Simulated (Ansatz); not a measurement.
# CH2BCl2NSi (SMILES Cl[Si]Cl.BC#N), step by step

Aim: a series of 45 runs (PBEsol-D3(BJ)-ATM/def2-TZVP, LC-wPBE/def2-TZVP, wB97M-V/def2-TZVP, rPW86-PBE-rVV10/def2-TZVP, SVWN5/6-31G*, PBE0-D4/6-31G*, LC-wPBE/6-31G*, B3LYP-D3(BJ)/6-31G*, and more) of CH2BCl2NSi. 

The calculation is run with Ansatz 0.2.0.

## (1) The system as given

The species is CH2BCl2NSi (8 atoms), typed as a singlet with charge 0. SMILES: `Cl[Si]Cl.BC#N`.

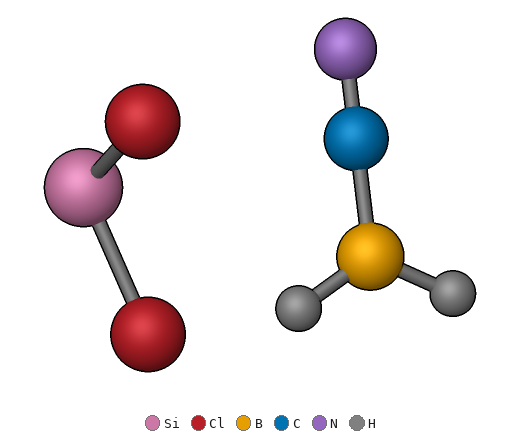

Viewed from a chosen angle; silicon pink, chlorine red, boron amber, carbon blue, nitrogen purple, hydrogen grey.

## (2) The energy at PBEsol-D3(BJ)-ATM/def2-TZVP (run 1)

molecule.yaml reads:

```yaml
crystal:
  periodic: [false, false, false]
  atoms:
    - symbol: Si
      position_ang: [0.005140, -0.006950, -0.869340]
    - symbol: Cl
      position_ang: [1.581630, -0.018940, 0.444080]
    - symbol: Cl
      position_ang: [-1.586770, 0.025890, 0.425270]
    - symbol: B
      position_ang: [-0.101750, -1.828000, 2.763210]
    - symbol: C
      position_ang: [1.140170, -2.253020, 1.993570]
    - symbol: N
      position_ang: [2.081980, -2.575190, 1.409820]
    - symbol: H
      position_ang: [-0.690260, -2.642260, 3.398420]
    - symbol: H
      position_ang: [-0.450560, -0.693090, 2.709030]
basis:
  gaussian: {orbitals: def2-TZVP}
hamiltonian: {xc: {name: PBEsol}, dispersion: d3bjatm}
```

The run is started by

```
$ ansatz run molecule.yaml --threads 1 --pin off --max-ram 2610MiB --events-out events.jsonl --progress --plain --runs-dir runs
```

The program printed:

```text
Warning: RAYON_NUM_THREADS=1 ignored (pool sized by the plan → 1); use --threads N
Functional definition: PBEsol
  name "PBEsol"
  exchange = pbesol_x
  correlation = pbesol_c
1356 factors; their error is unknown
mean field evaluation 1: about -36040.5191 eV, gradient 8.2e1 eV
mean field evaluation 2: about -35079.2616 eV, gradient 3.6e2 eV
mean field evaluation 4: about -36068.4655 eV, gradient 5.1e1 eV
mean field evaluation 8: about -36077.0523 eV, gradient 4.1e0 eV
mean field evaluation 16: about -36077.0806 eV, gradient 3.3e-2 eV
mean field -36077.08064561 eV, -1325.8082598027 hartree, gradient 3.9e-5 eV, S^2 0.000000; 0 other end points of the search recorded, 0 dependent functions left out
reference -36077.08068890 eV, -1325.8082613935 hartree; 34, 34 occupied and 182, 182 virtual orbitals, 1356 factors
Total energy: -36077.21000148 eV, -1325.8130135433 hartree
```

Run time: 16 s. Hardware: 1 thread of Intel Xeon at 2.50GHz (Skylake/Cascade Lake), shared host.

## (3) Cl2Si: a single-point energy at PBEsol-D3(BJ)-ATM/def2-TZVP (run 2)

run.yaml reads:

```yaml
crystal:
  periodic: [false, false, false]
  atoms:
    - {symbol: Si, position_ang: [0.005140, -0.006950, -0.869340]}
    - {symbol: Cl, position_ang: [1.581630, -0.018940, 0.444080]}
    - {symbol: Cl, position_ang: [-1.586770, 0.025890, 0.425270]}
basis:
  gaussian: {orbitals: def2-TZVP}
hamiltonian: {xc: pbesol, dispersion: d3bjatm}
```

The run is started by

```
$ ansatz run run.yaml --threads 1 --pin off --max-ram 2610MiB --events-out events.jsonl --progress --plain --runs-dir runs
```

The program printed:

```text
Warning: RAYON_NUM_THREADS=1 ignored (pool sized by the plan → 1); use --threads N
[... 4 set-up lines as earlier in the session ...]
764 factors; their error is unknown
mean field evaluation 1: about -32859.2338 eV, gradient 1.7e1 eV
mean field evaluation 2: about -32858.9708 eV, gradient 2.1e1 eV
mean field evaluation 4: about -32859.9211 eV, gradient 1.9e0 eV
mean field evaluation 8: about -32859.9218 eV, gradient 1.5e-2 eV
mean field -32859.92180029 eV, -1207.5798529057 hartree, gradient 3.1e-5 eV, S^2 0.000000; 0 other end points of the search recorded, 0 dependent functions left out
reference -32859.92183092 eV, -1207.5798540315 hartree; 24, 24 occupied and 87, 87 virtual orbitals, 764 factors
Total energy: -32859.96160573 eV, -1207.5813157285 hartree
```

Wall time 4.2 s (1 thread of Intel Xeon at 2.50GHz (Skylake/Cascade Lake), shared host).

Runs 3 to 7 aren't shown in full; the table further down has their settings and results.

## (4) Cl2Si among ghost functions: the energy at LC-wPBE/def2-TZVP (with ghost functions) (run 8)

job.yaml reads:

```yaml
basis:
  gaussian:
    orbitals: def2-TZVP
    ghost_atoms: [{symbol: B, position_ang: [-0.101750, -1.828000, 2.763210]}, {symbol: C, position_ang: [1.140170, -2.253020, 1.993570]}, {symbol: N, position_ang: [2.081980, -2.575190, 1.409820]}, {symbol: H, position_ang: [-0.690260, -2.642260, 3.398420]}, {symbol: H, position_ang: [-0.450560, -0.693090, 2.709030]}]
crystal:
  periodic: [false, false, false]
  atoms:
    - {symbol: Si, position_ang: [0.005140, -0.006950, -0.869340]}
    - {symbol: Cl, position_ang: [1.581630, -0.018940, 0.444080]}
    - {symbol: Cl, position_ang: [-1.586770, 0.025890, 0.425270]}
hamiltonian:
  xc: {name: LC-wPBE}
```

The run is started by

```
$ ansatz run job.yaml --threads 1 --pin off --max-ram 2610MiB --events-out events.jsonl --progress --plain --runs-dir runs
```

The program printed:

```text
Warning: RAYON_NUM_THREADS=1 ignored (pool sized by the plan → 1); use --threads N
Functional definition: LC-wPBE
  name "LC-wPBE"
  parameter omega = 0.4/bohr
  exchange = pbe_x_sr(omega) + exact_x_lr(omega)
  correlation = pbe_c
1288 factors; their error is unknown
399 factors; integrals over basis functions are off by at most 4.1e-5 eV
mean field evaluation 1: about -32915.0999 eV, gradient 1.7e1 eV
mean field evaluation 2: about -32915.5763 eV, gradient 1.4e1 eV
mean field evaluation 4: about -32915.9720 eV, gradient 4.3e-1 eV
mean field evaluation 8: about -32915.9720 eV, gradient 4.9e-2 eV
mean field evaluation 16: about -32915.9721 eV, gradient 2.0e-5 eV
mean field -32915.97206144 eV, -1209.6396620109 hartree, gradient 2.0e-5 eV, S^2 0.000000; 0 other end points of the search recorded, 0 dependent functions left out
reference -32915.97206145 eV, -1209.6396620111 hartree; 24, 24 occupied and 192, 192 virtual orbitals, 1288 factors
Total energy: -32915.97206145 eV, -1209.6396620111 hartree
```

Run time: 15 s. Hardware: 1 thread of Intel Xeon at 2.50GHz (Skylake/Cascade Lake), shared host; peak memory 0.39 GiB.

Runs 9 to 44 aren't shown in full; the table further down has their settings and results.

## (5) CH2BN among ghost functions: a single-point energy at wB97X/6-31G(d) (Cartesian functions, with ghost functions) (run 45)

molecule.yaml reads:

```yaml
basis:
  gaussian:
    orbitals: "6-31G*"
    ghost_atoms: [{symbol: Si, position_ang: [0.005140, -0.006950, -0.869340]}, {symbol: Cl, position_ang: [1.581630, -0.018940, 0.444080]}, {symbol: Cl, position_ang: [-1.586770, 0.025890, 0.425270]}]
crystal:
  periodic: [false, false, false]
  atoms:
    - {symbol: B, position_ang: [-0.101750, -1.828000, 2.763210]}
    - {symbol: C, position_ang: [1.140170, -2.253020, 1.993570]}
    - {symbol: "N", position_ang: [2.081980, -2.575190, 1.409820]}
    - {symbol: H, position_ang: [-0.690260, -2.642260, 3.398420]}
    - {symbol: H, position_ang: [-0.450560, -0.693090, 2.709030]}
hamiltonian: {xc: {name: wB97X}}
magnetization: {spin_polarized: false, initial_magnetization: 0}
```

The run is started by

```
$ ansatz run molecule.yaml --threads 1 --pin off --max-ram 2610MiB --events-out events.jsonl --progress --plain --runs-dir runs
```

The program printed, shortened:

```text
Warning: RAYON_NUM_THREADS=1 ignored (pool sized by the plan → 1); use --threads N
Functional definition: wB97X
  name "wB97X"
[...]
      + exact_x_lr(omega)
[...]
      + integral(e_c_pw_opposite_spin*poly(b97_u_opposite, 1, cos1, cos2, cos3, cos4))
1046 factors; their error is unknown
210 factors; integrals over basis functions are off by at most 4.1e-5 eV
[...]
mean field -3233.66589326 eV, -118.8350297199 hartree, gradient 4.6e-5 eV, S^2 0.000000; 0 other end points of the search recorded, 0 dependent functions left out
reference -3233.66586663 eV, -118.8350287410 hartree; 10, 10 occupied and 96, 96 virtual orbitals, 1046 factors
Total energy: -3233.66586663 eV, -118.8350287410 hartree
```

It took 15 s on 1 thread of Intel Xeon at 2.50GHz (Skylake/Cascade Lake), shared host.

## (6) All runs side by side

| run | level | fragment atoms | contact | Cartesian functions | partner | energy (Eh) | wall time |
| --- | --- | --- | --- | --- | --- | --- | --- |
| 1 | PBEsol-D3(BJ)-ATM/def2-TZVP | – | – | no | base | -1325.813014 | 16 s |
| 2 | PBEsol-D3(BJ)-ATM/def2-TZVP | (1, 2, 3) | base | no | fragment | -1207.581316 | 4.2 s |
| 3 | PBEsol-D3(BJ)-ATM/def2-TZVP (with ghost functions) | (1, 2, 3) | base | no | fragment with ghosts | -1207.581905 | 11 s |
| 4 | PBEsol-D3(BJ)-ATM/def2-TZVP | (4, 5, 6, 7, 8) | base | no | fragment | -118.240445 | 3.3 s |
| 5 | PBEsol-D3(BJ)-ATM/def2-TZVP (with ghost functions) | (4, 5, 6, 7, 8) | base | no | fragment with ghosts | -118.240510 | 11 s |
| 6 | LC-wPBE/def2-TZVP | – | – | no | base | -1328.435881 | 18 s |
| 7 | LC-wPBE/def2-TZVP | (1, 2, 3) | base | no | fragment | -1209.639160 | 4.5 s |
| 8 | LC-wPBE/def2-TZVP (with ghost functions) | (1, 2, 3) | base | no | fragment with ghosts | -1209.639662 | 15 s |
| 9 | LC-wPBE/def2-TZVP | (4, 5, 6, 7, 8) | base | no | fragment | -118.813865 | 3.6 s |
| 10 | LC-wPBE/def2-TZVP (with ghost functions) | (4, 5, 6, 7, 8) | base | no | fragment with ghosts | -118.813923 | 13 s |
| 11 | wB97M-V/def2-TZVP | – | – | no | base | -1328.796380 | 53 s |
| 12 | wB97M-V/def2-TZVP | (1, 2, 3) | base | no | fragment | -1209.940543 | 12 s |
| 13 | wB97M-V/def2-TZVP (with ghost functions) | (1, 2, 3) | base | no | fragment with ghosts | -1209.941167 | 39 s |
| 14 | wB97M-V/def2-TZVP | (4, 5, 6, 7, 8) | base | no | fragment | -118.868192 | 8.7 s |
| 15 | wB97M-V/def2-TZVP (with ghost functions) | (4, 5, 6, 7, 8) | base | no | fragment with ghosts | -118.868248 | 31 s |
| 16 | rPW86-PBE-rVV10/def2-TZVP | – | – | no | base | -1329.958725 | 40 s |
| 17 | rPW86-PBE-rVV10/def2-TZVP | (1, 2, 3) | base | no | fragment | -1210.861743 | 8.4 s |
| 18 | rPW86-PBE-rVV10/def2-TZVP (with ghost functions) | (1, 2, 3) | base | no | fragment with ghosts | -1210.862342 | 37 s |
| 19 | rPW86-PBE-rVV10/def2-TZVP | (4, 5, 6, 7, 8) | base | no | fragment | -119.108142 | 8.1 s |
| 20 | rPW86-PBE-rVV10/def2-TZVP (with ghost functions) | (4, 5, 6, 7, 8) | base | no | fragment with ghosts | -119.108201 | 26 s |
| 21 | SVWN5/6-31G* (Cartesian functions) | – | – | yes | base | -1323.548606 | 4.2 s |
| 22 | SVWN5/6-31G* (Cartesian functions) | (1, 2, 3) | base | yes | fragment | -1205.792618 | 1.4 s |
| 23 | SVWN5/6-31G* (Cartesian functions, with ghost functions) | (1, 2, 3) | base | yes | fragment with ghosts | -1205.793417 | 3.3 s |
| 24 | SVWN5/6-31G* (Cartesian functions) | (4, 5, 6, 7, 8) | base | yes | fragment | -117.760781 | 1.3 s |
| 25 | SVWN5/6-31G* (Cartesian functions, with ghost functions) | (4, 5, 6, 7, 8) | base | yes | fragment with ghosts | -117.761996 | 3.6 s |
| 26 | PBE0-D4/6-31G* (Cartesian functions) | – | – | yes | base | -1328.186366 | 11 s |
| 27 | PBE0-D4/6-31G* (Cartesian functions) | (1, 2, 3) | base | yes | fragment | -1209.481389 | 3.3 s |
| 28 | PBE0-D4/6-31G* (Cartesian functions, with ghost functions) | (1, 2, 3) | base | yes | fragment with ghosts | -1209.481972 | 7.2 s |
| 29 | PBE0-D4/6-31G* (Cartesian functions) | (4, 5, 6, 7, 8) | base | yes | fragment | -118.717047 | 2.4 s |
| 30 | PBE0-D4/6-31G* (Cartesian functions, with ghost functions) | (4, 5, 6, 7, 8) | base | yes | fragment with ghosts | -118.718013 | 5.4 s |
| 31 | LC-wPBE/6-31G* (Cartesian functions) | – | – | yes | base | -1328.293332 | 9.7 s |
| 32 | LC-wPBE/6-31G* (Cartesian functions) | (1, 2, 3) | base | yes | fragment | -1209.540052 | 3.3 s |
| 33 | LC-wPBE/6-31G* (Cartesian functions, with ghost functions) | (1, 2, 3) | base | yes | fragment with ghosts | -1209.540733 | 7.5 s |
| 34 | LC-wPBE/6-31G* (Cartesian functions) | (4, 5, 6, 7, 8) | base | yes | fragment | -118.770732 | 2.2 s |
| 35 | LC-wPBE/6-31G* (Cartesian functions, with ghost functions) | (4, 5, 6, 7, 8) | base | yes | fragment with ghosts | -118.771729 | 6 s |
| 36 | B3LYP-D3(BJ)/6-31G* (Cartesian functions) | – | – | yes | base | -1328.823281 | 10 s |
| 37 | B3LYP-D3(BJ)/6-31G* (Cartesian functions) | (1, 2, 3) | base | yes | fragment | -1209.955018 | 3.3 s |
| 38 | B3LYP-D3(BJ)/6-31G* (Cartesian functions, with ghost functions) | (1, 2, 3) | base | yes | fragment with ghosts | -1209.955651 | 6.6 s |
| 39 | B3LYP-D3(BJ)/6-31G* (Cartesian functions) | (4, 5, 6, 7, 8) | base | yes | fragment | -118.879932 | 1.7 s |
| 40 | B3LYP-D3(BJ)/6-31G* (Cartesian functions, with ghost functions) | (4, 5, 6, 7, 8) | base | yes | fragment with ghosts | -118.881193 | 5.1 s |
| 41 | wB97X/6-31G* (Cartesian functions) | – | – | yes | base | -1328.706213 | 23 s |
| 42 | wB97X/6-31G* (Cartesian functions) | (1, 2, 3) | base | yes | fragment | -1209.885098 | 6.7 s |
| 43 | wB97X/6-31G* (Cartesian functions, with ghost functions) | (1, 2, 3) | base | yes | fragment with ghosts | -1209.885670 | 18 s |
| 44 | wB97X/6-31G* (Cartesian functions) | (4, 5, 6, 7, 8) | base | yes | fragment | -118.834014 | 5.1 s |
| 45 | wB97X/6-31G* (Cartesian functions, with ghost functions) | (4, 5, 6, 7, 8) | base | yes | fragment with ghosts | -118.835029 | 15 s |

## (7) Results

| quantity | value |
| --- | --- |
| CH2BN among ghost functions, run 45: total energy | -118.83503 Eh |
| interaction energy of the rigid parts Cl2Si and CH2BN (parts in their own basis), LC-wPBE/def2-TZVP | 0.467 eV |
| interaction energy of the rigid parts Cl2Si and CH2BN (parts in their own basis), wB97M-V/def2-TZVP | 0.336 eV |
| interaction energy of the rigid parts Cl2Si and CH2BN (parts in the whole basis, counterpoise), rPW86-PBE-rVV10/def2-TZVP | 0.322 eV |
| interaction energy of the rigid parts Cl2Si and CH2BN (parts in the whole basis, counterpoise), SVWN5/6-31G* | 0.185 eV |
| interaction energy of the rigid parts Cl2Si and CH2BN (parts in their own basis), PBE0-D4/6-31G* | 0.328 eV |
| interaction energy of the rigid parts Cl2Si and CH2BN (parts in the whole basis, counterpoise), LC-wPBE/6-31G* | 0.521 eV |
| interaction energy of the rigid parts Cl2Si and CH2BN (parts in the whole basis, counterpoise), B3LYP-D3(BJ)/6-31G* | 0.369 eV |
| interaction energy of the rigid parts Cl2Si and CH2BN (parts in the whole basis, counterpoise), wB97X/6-31G* | 0.394 eV |

**Reading.** At LC-wPBE/def2-TZVP: the interaction energy of the rigid parts Cl2Si and CH2BN (parts in their own basis) is 0.47 eV (10.8 kcal/mol): the parts repel at this shape. At wB97M-V/def2-TZVP: the interaction energy of the rigid parts Cl2Si and CH2BN (parts in their own basis) is 0.34 eV (32.4 kJ/mol): the parts repel at this shape. At rPW86-PBE-rVV10/def2-TZVP: the interaction energy of the rigid parts Cl2Si and CH2BN (parts in the whole basis, counterpoise) is 0.32 eV (31.0 kJ/mol): the parts repel at this shape. At SVWN5/6-31G*: the interaction energy of the rigid parts Cl2Si and CH2BN (parts in the whole basis, counterpoise) is 0.19 eV (17.9 kJ/mol): the parts repel at this shape. At PBE0-D4/6-31G*: the interaction energy of the rigid parts Cl2Si and CH2BN (parts in their own basis) is 0.33 eV (7.6 kcal/mol): the parts repel at this shape. At LC-wPBE/6-31G*: the interaction energy of the rigid parts Cl2Si and CH2BN (parts in the whole basis, counterpoise) is 0.52 eV (12.0 kcal/mol): the parts repel at this shape. Totals of different functionals can't be ranked against each other. All runs together took 8.8 min, the longest 53 s.
